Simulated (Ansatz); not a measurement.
# Grüneisen parameters and expansion of KBr (Fm-3m), part 2 of 4

Wanted: mode Grüneisen parameters of KBr and a free-energy fit over volumes.

What experiment has found for this phase:
- volume expansion coefficient 116.1 1e-6/K and heat capacity C_P per formula unit 52.3 J/mol/K near room temperature (given in “High-Throughput Prediction of Finite-Temperature Properties using the Quasi-Harmonic Approximation”, 2016, arXiv:1603.06924)
- volume expansion coefficient 117.6 1e-6/K near room temperature (given in “Descriptors for thermal expansion in solids”, 2017, arXiv:1701.03966)

Ansatz 0.2.0; DFT PBE, scalar-relativistic, plane waves, PAW.

So far. Step 2 (Probe on a coarse mesh): The start is under 0.72 GPa at this level and looks like an insulator or semiconductor on this mesh. Step 4 (Tight relaxation): The residual pressure is 9.3e-6 GPa, small enough for phonons.

### 5. Phonons, V/V0 1

Phonons at this volume give one point of F(V, T); meshes stay fixed along the series.

Contents of input.yaml:

```yaml
crystal:
  lattice:
    - [0.0, 3.3527581501, 3.3527581501]
    - [3.3527581501, 0.0, 3.3527581501]
    - [3.3527581501, 3.3527581501, 0.0]
  atoms:
    - { symbol: K, position: [0.0, 0.0, 0.0] }
    - { symbol: Br, position: [0.5, 0.5, 0.5] }
kpoints:
  mp_grid: { grid: [8, 8, 8] }
hamiltonian:
  xc: pbe
scf:
  occupations: { method: fixed }
output:
  eigenvalues: true
phonons:
  method: dfpt
  dielectric: true
  rigid_motions: translations
  qmesh: [4, 4, 4]
  temperatures: { t_max: 1000, t_step: 50 }
  qpath:
    path:
      - [[0.0, 0.0, 0.0], [0.5, 0.0, 0.5], [0.625, 0.25, 0.625]]
      - [[0.375, 0.375, 0.75], [0.0, 0.0, 0.0], [0.5, 0.5, 0.5], [0.5, 0.25, 0.75], [0.5, 0.0, 0.5]]
    npoints: 10
```

Command:

```console
ansatz run input.yaml --threads 2 --pin off --max-ram 5120MiB --backend cpu --events-out ev --progress --plain --runs-dir out
```

Numbers of over 12 decimals in the logs are rounded to 6 here.

The program printed:

```text
[...]
Crystal: 2 atoms, lattice volume = 75.377 Å³
Basis set: ecut = 420 eV, 1459 PW (Γ), exchange–correlation on 64×64×64 points (8 copies of the dense FFT grid, shifted against one another)
Bands: 12, of which v1, the nominal top of the filled ones, is band 8 counted from 1 (7 counted from 0)
Symmetry: 48 space group operations
k-points: 59 of 512 (irreducible under 8 space group operations, time reversal used)
[...]
SCF iter   1: F=—  HF=-4324.504048 eV  |F-HF|=—  |Δ(HF+E_count)|=         —  Δρ=1.86e-4  dr2=2.29e-5  ethr=1.77e-3  ⟨swp⟩=5.7  Hψ=3922  notcnv=0  defer=104
[...]
SCF iter   9: F=-4324.504034 eV  HF=-4324.504034 eV  |F-HF|=4.55e-12  |Δ(HF+E_count)|=  6.37e-11  Δρ=6.85e-8  dr2=5.74e-12  ethr=1.00e-12  ⟨swp⟩=8.8  Hψ=4767  notcnv=0
SCF 1 converged in 9 iterations: F = -4324.504034 eV  dr2 = 5.74e-12
[...]
DFPT response loops at Γ: preconditioner auto → none (the input reference at scf.mixing.eps_inf says where Resta's filter doesn't serve); β = 0.50; Broyden in place of MSR1
NSCF: frozen V_eff on 29 k-points
[...]
DFPT response loops at q = (0, 0, -0.5) (fractional): preconditioner auto → Resta (q_TF=auto, 2.107 Å⁻¹)  ε∞=3.7 (no band partly filled); β = 1.00, the filter's whole step (`scf.mixing.beta` (0.50) is not read by the response loops at its default; to damp them type it under 1.00, their step now; it binds the ground state too); Broyden in place of MSR1
[...]
SCF converged after 9 iterations
Free energy (F): -4324.504034 eV
[...]
Internal energy: -4324.504034 eV  (E = F + TS)
E sigma→0 (E₀):  -4324.504034 eV
Fermi energy:    0.756822 eV
[...]
--- Band table (eV; the first three rows and the last of 59) ---
  k-point 0: bands = [... 4 lower, -10.5972, 0.7568, 0.7568, 0.7568, 5.0677, 8.3462, 8.3462, 8.3462]
  k-point 1: bands = [... 4 lower, -10.5591, 0.5519, 0.7105, 0.7105, 5.4408, 8.2404, 8.5219, 8.5219]
  k-point 2: bands = [... 4 lower, -10.4753, 0.1389, 0.6029, 0.6029, 6.2793, 8.1913, 9.0120, 9.0120]
  k-point 58: bands = [... 4 lower, -10.5086, 0.2085, 0.2085, 0.2673, 8.0864, 8.0864, 8.8305, 9.5531]
--- Phonons (Γ-DFPT): 2 representative perturbations + reference, on 59 of 512 k-points (Σ response iterations 6) ---
  k mesh reduced under 8 symmetry operations, with k and −k counted as one. Each operation leaves every solved perturbation unchanged. A smaller set is not considered because the run solves the response to a homogeneous field
  ASR residual: 1.225e-4 → 0.000e0 eV/Å²; symmetrization residual: 1.152e-6 eV/Å²
  ASR residual per site (eV/Å²): 6.70e-6 1.23e-4
  Γ frequencies (cm⁻¹): 0.00 0.00 0.00 100.25 100.25 100.25
  ε∞ (high-frequency dielectric tensor):
        2.497894     0.000000     0.000000
        0.000000     2.497894    -0.000000
       -0.000000     0.000000     2.497894
  ε⁰ (static dielectric tensor: ions relaxed, cell fixed):
        5.688375     0.000000    -0.000000
        0.000000     5.688375    -0.000000
       -0.000000     0.000000     5.688375
  ε⁰ − ε∞ (ionic part):
        3.190481     0.000000    -0.000000
        0.000000     3.190481     0.000000
       -0.000000     0.000000     3.190481
  softest optical mode at Γ: 100.25 cm⁻¹; the repairs (sum rule, projections) moved no ω² at Γ by more than (0.68 cm⁻¹)²
  Born effective charges Z* (e; rows j = field, columns β = displacement):
    site 0:
         1.13557    0.00000   -0.00000
        -0.00000    1.13557   -0.00000
        -0.00000   -0.00000    1.13557
    site 1:
        -1.13557   -0.00000    0.00000
         0.00000   -1.13557    0.00000
         0.00000    0.00000   -1.13557
  Z* charge neutrality: 2.352e-6 e pre-enforcement
  k-mesh period / interband length: 37.9 Å / 1.40 Å = 27.05 at k = (0.0000, 0.0000, 0.0000), direct gap 4.311 eV — 14 or more, which is no proof of convergence
  optical modes at Γ without the LO–TO term, one row a degenerate level:
      ω (cm⁻¹)  modes    IR ((D/Å)²/amu)
        100.25      3             3.3997
  optical modes at Γ + LO–TO along q̂ = [1.0000, 0.0000, 0.0000]:
      ω (cm⁻¹)  modes    IR ((D/Å)²/amu)
        100.25      2             2.2665
        151.29      1             1.1332
  optical modes at Γ + LO–TO along q̂ = [0.0000, 1.0000, 0.0000]:
      ω (cm⁻¹)  modes    IR ((D/Å)²/amu)
        100.25      2             2.2665
        151.29      1             1.1332
  optical modes at Γ + LO–TO along q̂ = [0.0000, 0.0000, 1.0000]:
      ω (cm⁻¹)  modes    IR ((D/Å)²/amu)
        100.25      2             2.2665
        151.29      1             1.1332
--- Phonons (arbitrary-q DFPT): 8 irreducible q on the 4×4×4 mesh ---
  q = [0.0000, 0.0000, 0.0000] (star 1, of the zone-centre solve; hermiticity 2.38e-6, symmetrization 9.22e-14): -0.00 -0.00 0.00 100.25 100.25 100.25
  q = [0.0000, 0.0000, 0.2500] (star 8, 2 solved perturbations on 288 of 512 k-point pairs; hermiticity 2.05e-6, symmetrization 1.02e-6): 40.08 40.08 57.02 95.50 95.50 145.15
[...]
q = [0.0000, 0.2500, 0.2500] (star 6, 4 solved perturbations in 528 linear systems a pass and spin channel, the states on 164 of 512 k-point pairs; hermiticity 1.33e-6, symmetrization 3.84e-7): 30.62 30.62 72.21 102.19 102.19 123.96
[...]
sum rule: each row above includes the acoustic sum rule's correction from the zone centre's row sums; it moved no ω² by more than (0.65 cm⁻¹)²
  mesh force constants: q→R imaginary residual 4.29e-18; ASR residual 1.225e-4 → 0.000e0 eV/Å²; symmetrization residual 1.554e-15 eV/Å²
  interpolated dispersion: 63 rows × 6 modes
  density of states and harmonic sums: on the 16×16×16 q-mesh, interpolated from the force constants of a 4×4×4 supercell (with the dipole–dipole term)
  largest difference from the sums on the solved wave vectors: F 1.47e-2 eV, S 1.87e-5 and C_V 3.97e-6 eV/K
  zero-point energy: 0.030644 eV/cell   skipped modes (ω ≤ 0): 3   left out of the sums: 1.22e-4 of the cell's modes: C_V's classical limit lies that fraction below 3 k_B per atom; for a crystal, a wire or a layer, F and S can be off by more, and a phonons.interpolated_qmesh denser along its periods is the remedy for the sampling
```

Elapsed: 2.6 min, on 2 threads of Arm Neoverse V2, shared host; peak memory 1.2 GiB; 5.2 min of CPU time.

This step gave:

* Γ frequencies: 0, 0, 0, 100.2, 100.2, 100.2 cm⁻¹ (negative: imaginary)
* lowest frequency on the path: 0 cm⁻¹
* zero-point energy: 0.03064 eV/cell
* point group: m-3m
* highest frequency: 151.3 cm⁻¹
* Debye temperature from the second moment: 162 K

LO-TO term included. Phonon branches along the path, in cm⁻¹:

```
    point  branch 1  branch 2  branch 3  branch 4  branch 5  branch 6
        Γ         0         0         0       100       100       151
        X        42        42        72       104       104       111
        U        52        66        68        98       109       109
jump to K        52        66        68        98       109       109
        Γ         0         0         0       100       100       151
        L        63        63        86        86        88       135
        W        60        60        71        99       107       107
        X        42        42        72       104       104       111
```

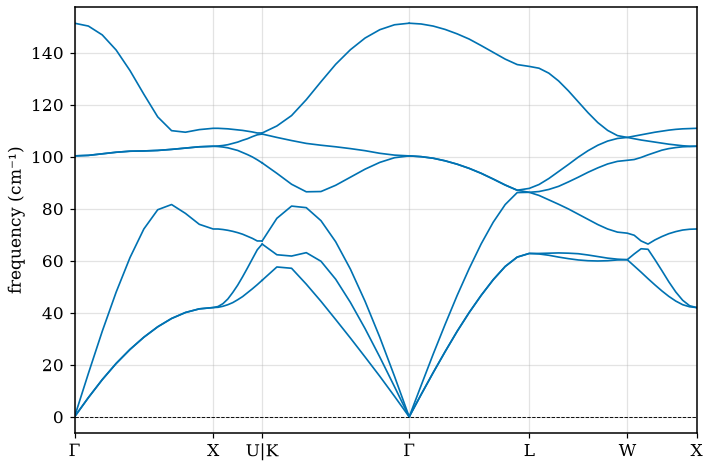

Phonon branches along the path.

The phonon density of states has structure finer than the step of the table below, so its rows give means over 10 cm⁻¹, whole bins alone (the curve runs from 1 to 151 cm⁻¹). Peaks (cm⁻¹: height): 59.0: 0.0897, 63.0: 0.151, 77.0: 0.0892, 101.0: 0.146, 111.0: 0.0679.

Tetrahedra on 16 16 16, mean over bins of 2 cm⁻¹. Phonon density of states against wavenumber; means over each step:

```
wavenumber (cm⁻¹)  phonon density of states (1/cm⁻¹/cell)
               10                                 0.00107
               20                                 0.00522
               30                                  0.0142
               40                                  0.0356
               50                                  0.0592
               60                                  0.0908
               70                                  0.0473
               80                                  0.0462
               90                                  0.0604
              100                                   0.122
              110                                  0.0476
              120                                  0.0284
              130                                  0.0246
              140                                  0.0140
```

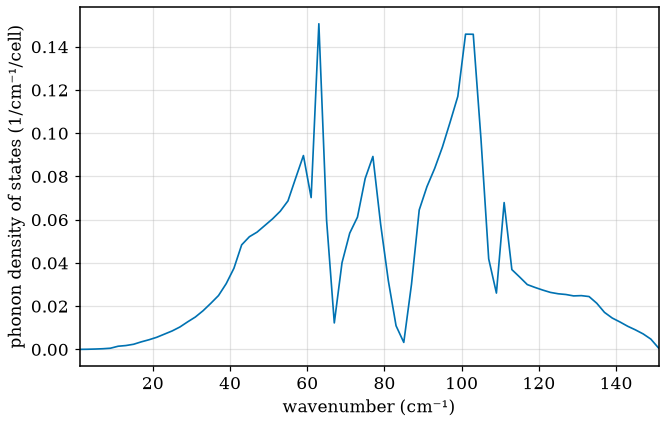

Phonon density of states against wavenumber.

Harmonic. Thermo, by row:

```
T (K)  F_vib (meV/atom)  S (J/mol-atom/K)  C_V (J/mol-atom/K)
    0             15.32                 0                   0
   50             13.44             10.53               15.91
  100              4.28             23.96                  22
  150            -10.68             33.23               23.56
  200            -29.76              40.1               24.15
  250            -51.99             45.53               24.43
  300            -76.78             49.99               24.58
  350            -103.7             53.79               24.68
  400            -132.4             57.09               24.74
  450            -162.8             60.01               24.78
  500            -194.6             62.62               24.81
  550            -227.7             64.98               24.83
  600            -261.9             67.15               24.85
  650            -297.2             69.14               24.86
  700            -333.5             70.98               24.87
  750            -370.8              72.7               24.88
  800            -408.9              74.3               24.89
  850            -447.8             75.81               24.89
  900            -487.4             77.23                24.9
  950            -527.8             78.58                24.9
 1000            -568.8             79.86               24.91
```

The modes has structure finer than the step of the table below, so its rows give means over 10 cm⁻¹, whole bins alone (the curve runs from -10 to 165 cm⁻¹). Peaks (cm⁻¹: height): Br 62.8: 0.0893, 76.0: 0.0637, 101.4: 0.0351; K 101.4: 0.0983.

Phonopy on the run's constants, 15x15x15 mesh, Gaussian sigma 2.0 cm⁻¹. The modes by wavenumber; means over each step; values in 1/cm⁻¹/cell:

```
wavenumber (cm⁻¹)       Br        K
                0   6.1e-5   2.9e-5
               10   8.5e-4   4.1e-4
               20  0.00371  0.00169
               30   0.0103  0.00440
               40   0.0259  0.00992
               50   0.0449   0.0139
               60   0.0729   0.0114
               70   0.0458  0.00775
               80   0.0379  0.00876
               90   0.0118   0.0492
              100   0.0290   0.0867
              110  0.00851   0.0442
              120  0.00177   0.0262
              130  0.00254   0.0215
              140  0.00293   0.0114
              150  0.00114  0.00277
              160   2.7e-6   5.8e-6
```

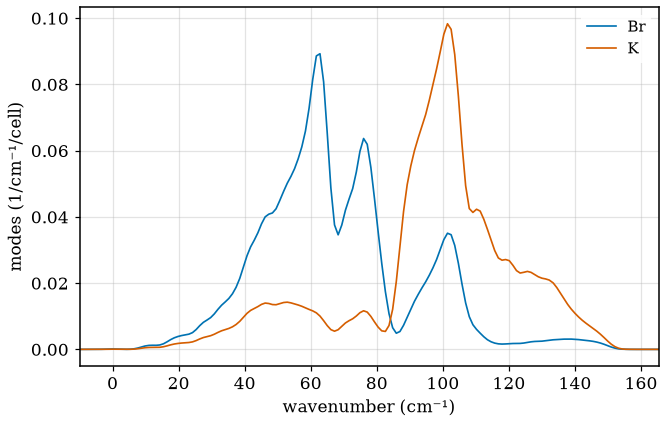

Modes against wavenumber.

Born charge (rows field, columns displacement) (e), principal values of the symmetric part by kind of site:

```
atom  atoms with these values    low  middle   high   mean
  K1                        1   1.14    1.14   1.14   1.14
 Br2                        1  -1.14   -1.14  -1.14  -1.14
```

In full for K1:

```
1.14 0.00 0.00
0.00 1.14 0.00
0.00 0.00 1.14
```

ε∞:

```
2.50 0.00 0.00
0.00 2.50 0.00
0.00 0.00 2.50
```

No LO-TO term. Modes at Γ, with each element's share of the kinetic energy:

```
mode  frequency (cm⁻¹)  symmetry  K %  Br %
   1               0.0       T1u   33    67
   2               0.0       T1u   33    67
   3               0.0       T1u   33    67
   4             100.3       T1u   67    33
   5             100.3       T1u   67    33
   6             100.3       T1u   67    33
```

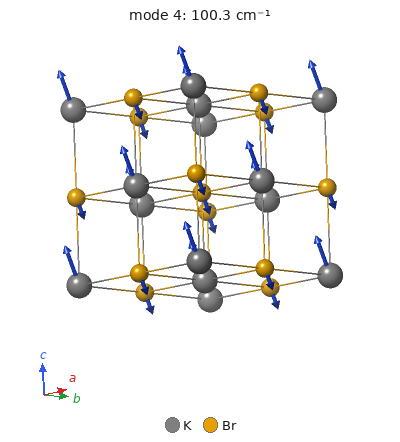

Displacement patterns of mode 4 at Γ; arrows are exaggerated. Some periodic images of atoms are drawn too.

No mode is imaginary beyond numerical noise at the solved wavevectors.

### 6. Single point at a scaled cell, V/V0 1.015

Symmetry fixes every atom, so a single point at the scaled cell gives the energy and pressure of this member.

The cell differs from the one that the last finished run ended in (a 4.742 → 4.765 Å, b 4.742 → 4.765 Å, c 4.742 → 4.765 Å).

input.yaml, the sections that differ from step 5:

```yaml
crystal:
  lattice:
    - [0.0, 3.3694388135, 3.3694388135]
    - [3.3694388135, 0.0, 3.3694388135]
    - [3.3694388135, 3.3694388135, 0.0]
  atoms:
    - { symbol: K, position: [0.0, 0.0, 0.0] }
    - { symbol: Br, position: [0.5, 0.5, 0.5] }
output:
  forces: true
  stress: true
  eigenvalues: true
# kpoints, hamiltonian, scf: as in step 5
# phonons: removed
```

The program printed:

```text
[...]
Crystal: 2 atoms, lattice volume = 76.507 Å³
Basis set: ecut = 420 eV, 1459 PW (Γ), exchange–correlation on 64×64×64 points (8 copies of the dense FFT grid, shifted against one another)
Bands: 12, of which v1, the nominal top of the filled ones, is band 8 counted from 1 (7 counted from 0)
Symmetry: 48 space group operations
[...]
k-points: 29 of 512
[...]
SCF iter   1: F=—  HF=-4324.503339 eV  |F-HF|=—  |Δ(HF+E_count)|=         —  Δρ=1.96e-4  dr2=2.64e-5  ethr=1.77e-3  ⟨swp⟩=5.6  Hψ=1914  notcnv=0  defer=50
[...]
SCF iter   6: F=-4324.503343 eV  HF=-4324.503343 eV  |F-HF|=1.80e-9  |Δ(HF+E_count)|=   2.82e-8  Δρ=1.32e-6  dr2=2.30e-9  ethr=5.24e-10  ⟨swp⟩=7.7  Hψ=2215  notcnv=0
SCF 1 converged in 6 iterations: F = -4324.503343 eV  dr2 = 2.30e-9
[...]
SCF converged after 6 iterations
Free energy (F): -4324.503343 eV
[...]
Internal energy: -4324.503343 eV  (E = F + TS)
E sigma→0 (E₀):  -4324.503343 eV
Fermi energy:    0.663214 eV
[...]
--- Stress (GPa, compression-positive) ---
       -0.193334       0.000000      -0.000000
       -0.000000      -0.193334      -0.000000
       -0.000000      -0.000000      -0.193334
  P = ⅓ Tr σ = -0.1933 GPa (-1.933 kbar)
--- Band table (eV; the first three rows and the last of 29) ---
  k-point 0: bands = [... 4 lower, -10.7236, 0.6632, 0.6632, 0.6632, 4.9366, 8.2461, 8.2461, 8.2461]
  k-point 1: bands = [... 4 lower, -10.6863, 0.4637, 0.6186, 0.6186, 5.3038, 8.1391, 8.4192, 8.4192]
  k-point 2: bands = [... 4 lower, -10.6042, 0.0610, 0.5150, 0.5150, 6.1350, 8.0805, 8.9018, 8.9018]
  k-point 28: bands = [... 4 lower, -10.6368, 0.1265, 0.1265, 0.1877, 7.9737, 7.9737, 8.6777, 9.3976]
```

The job ended after 0.91 s (2 threads; peak memory 0.3 GiB; 1.7 s of CPU time).

This step gave:

| Quantity | Value |
| --- | --- |
| pressure | -0.1933 GPa |
| gap on the k-mesh | 4.273 eV |
| volume per atom | 38.25 Å³ |

At this level the gap is 4.27 eV on the k-mesh of the self-consistent run, which can miss the band edges.

### 7. Lattice dynamics at this volume, V/V0 1.015

Phonons at this volume give one point of F(V, T); meshes stay fixed along the series.

input.yaml, the sections that differ from step 6:

```yaml
output:
  eigenvalues: true
phonons:
  method: dfpt
  dielectric: true
  rigid_motions: translations
  qmesh: [4, 4, 4]
  temperatures: { t_max: 1000, t_step: 50 }
  qpath:
    path:
      - [[0.0, 0.0, 0.0], [0.5, 0.0, 0.5], [0.625, 0.25, 0.625]]
      - [[0.375, 0.375, 0.75], [0.0, 0.0, 0.0], [0.5, 0.5, 0.5], [0.5, 0.25, 0.75], [0.5, 0.0, 0.5]]
    npoints: 10
# crystal, kpoints, hamiltonian, scf: as in step 6
```

The program printed:

```text
[...]
Crystal: 2 atoms, lattice volume = 76.507 Å³
Basis set: ecut = 420 eV, 1459 PW (Γ), exchange–correlation on 64×64×64 points (8 copies of the dense FFT grid, shifted against one another)
Bands: 12, of which v1, the nominal top of the filled ones, is band 8 counted from 1 (7 counted from 0)
Symmetry: 48 space group operations
k-points: 59 of 512 (irreducible under 8 space group operations, time reversal used)
[...]
optical modes at Γ + LO–TO along q̂ = [0.0000, 1.0000, 0.0000]:
      ω (cm⁻¹)  modes    IR ((D/Å)²/amu)
         96.45      2             2.2773
        148.65      1             1.1386
  optical modes at Γ + LO–TO along q̂ = [0.0000, 0.0000, 1.0000]:
      ω (cm⁻¹)  modes    IR ((D/Å)²/amu)
         96.45      2             2.2773
        148.65      1             1.1386
--- Phonons (arbitrary-q DFPT): 8 irreducible q on the 4×4×4 mesh ---
[...]
interpolated dispersion: 63 rows × 6 modes
[...]
[key lines of the parts left out:]
SCF converged after 8 iterations
Free energy (F): -4324.503343 eV
Fermi energy:    0.663175 eV
```

The job ended after 2.7 min (2 threads; peak memory 1.2 GiB; 5.3 min of CPU time).

LO-TO term included. Phonon branches along the path, in cm⁻¹:

```
    point  branch 1  branch 2  branch 3  branch 4  branch 5  branch 6
        Γ         0         0         0        96        96       149
        X        42        42        72       100       100       107
        U        52        66        67        94       105       106
jump to K        52        66        67        94       105       106
        Γ         0         0         0        96        96       149
        L        61        61        83        83        86       132
        W        61        61        69        96       103       103
        X        42        42        72       100       100       107
```

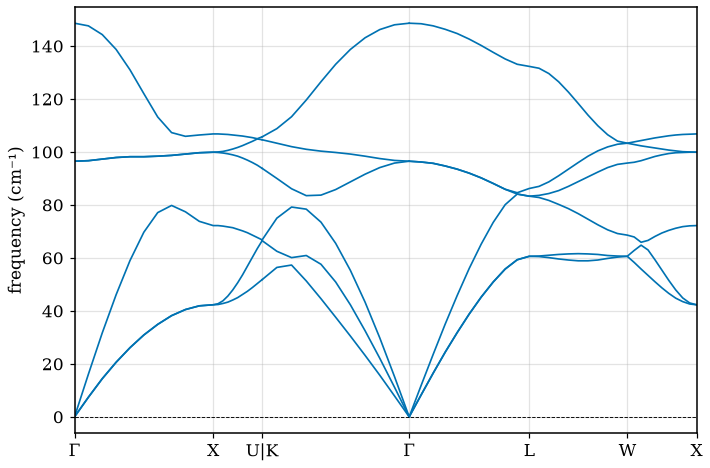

Phonon branches along the path.

No mode is imaginary beyond numerical noise at the solved wavevectors. The highest zone-centre mode (no LO–TO term) moved by -3.8 % for a volume change of +1.5 %.

### 8. A cell at another volume, V/V0 0.985

Symmetry fixes every atom, so a single point at the scaled cell gives the energy and pressure of this member.

The cell differs from the one that the last finished run ended in (a 4.765 → 4.718 Å, b 4.765 → 4.718 Å, c 4.765 → 4.718 Å).

input.yaml, the sections that differ from step 7:

```yaml
crystal:
  lattice:
    - [0.0, 3.3359098349, 3.3359098349]
    - [3.3359098349, 0.0, 3.3359098349]
    - [3.3359098349, 3.3359098349, 0.0]
  atoms:
    - { symbol: K, position: [0.0, 0.0, 0.0] }
    - { symbol: Br, position: [0.5, 0.5, 0.5] }
output:
  forces: true
  stress: true
  eigenvalues: true
# kpoints, hamiltonian, scf: as in step 7
# phonons: removed
```

The program printed:

```text
[...]
Crystal: 2 atoms, lattice volume = 74.246 Å³
Basis set: ecut = 420 eV, 1459 PW (Γ), exchange–correlation on 64×64×64 points (8 copies of the dense FFT grid, shifted against one another)
Bands: 12, of which v1, the nominal top of the filled ones, is band 8 counted from 1 (7 counted from 0)
Symmetry: 48 space group operations
[...]
k-points: 29 of 512
[...]
P = ⅓ Tr σ = 0.2109 GPa (2.109 kbar)
--- Band table (eV; the first three rows and the last of 29) ---
  k-point 0: bands = [... 4 lower, -10.4674, 0.8537, 0.8537, 0.8537, 5.2035, 8.4489, 8.4489, 8.4489]
  k-point 1: bands = [... 4 lower, -10.4286, 0.6431, 0.8055, 0.8055, 5.5825, 8.3443, 8.6273, 8.6273]
  k-point 2: bands = [... 4 lower, -10.3427, 0.2194, 0.6938, 0.6938, 6.4281, 8.3054, 9.1250, 9.1250]
  k-point 28: bands = [... 4 lower, -10.3768, 0.2934, 0.2934, 0.3496, 8.2022, 8.2022, 8.9872, 9.7130]
[key lines of the parts left out:]
SCF converged after 6 iterations
Free energy (F): -4324.503297 eV
Fermi energy:    0.853669 eV
```

Run time: 0.84 s. Hardware: 2 threads; peak memory 0.3 GiB; 1.6 s of CPU time.

The run ends at a pressure of 0.21 GPa.

(Continued in part 3 of 4.)

[Logs are printed without paths, hosts, clocks, repeated set-up lines and the standing remarks that a program may print on its own settings, such as how far it seeks lower states.]

[Hosts, paths, dates, database ids (printed as entryN), source tags and the programs' standing remarks are cut or masked in the printed files.]

[A step with changed settings may run another functional than the one named; its input shows which.]

[Of the runs on displaced cells, only some may be shown.]
